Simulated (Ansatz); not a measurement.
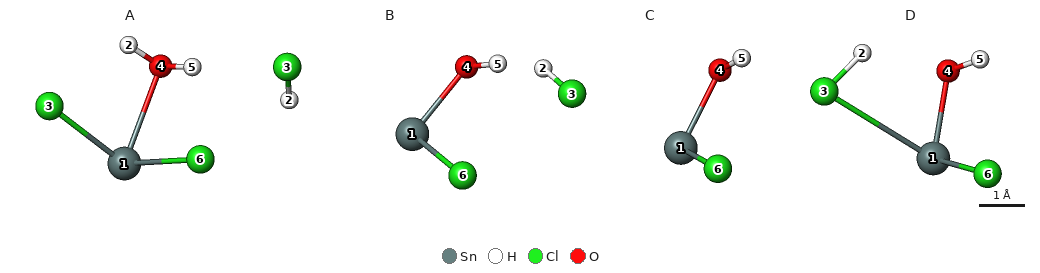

4 geometries from one relaxation of SnH₂OCl₂, in shuffled order. Style: ball-and-stick. Shown at a tilt.

The run prepares an end point of a later path (reaction) calculation, from a guessed geometry.

Level of theory: RKS CAM-B3LYP-D4/def2-SVP (Ansatz 0.2.0). Settings: no spin polarisation; force threshold 0.03 eV/Å; at most 50 steps.

### Order the frames from highest to lowest energy.

B, C, D, A. They are steps 0, 20, 32, 43, at +151.9 kJ/mol, +136.0 kJ/mol, +115.8 kJ/mol relative to the last. The energy falls by 151.9 kJ/mol in 36 accepted moves (43 points after the start). Largest force component: 0.96 eV/Å at the start, 0.03 eV/Å at the end. The line search rejected the trial steps at points 7, 10, 14, 16, 22, 26, 41 of the run. The forces were under the threshold at step 13, but the run went on from there. The largest move after the best rigid fit is that of H2, 2.58 Å. Largest moves by element: H 2.58 Å, Cl 1.06 Å, O 1.05 Å, Sn 0.94 Å. Near-neighbour distances that change, for instance: H2–O4 4.167 → 0.977 Å, Sn1–Cl3 3.606 → 2.438 Å, H2–Cl3 1.332 → 2.490 Å, Sn1–O4 1.979 → 2.379 Å. New bonds form, among them: H2–O4 (4.17 → 0.98 Å), Sn1–Cl3 (3.61 → 2.44 Å). Bonds break, among them: H2–Cl3 (1.33 → 2.49 Å). Bond angles that change, for instance: O4–Sn1–Cl6 96.2° → 78.9°, Sn1–O4–H5 115.1° → 98.7°.

Limits of the set-up: the start holds two separate molecules, 2.9 Å apart at their closest, whose relative position is a soft coordinate.
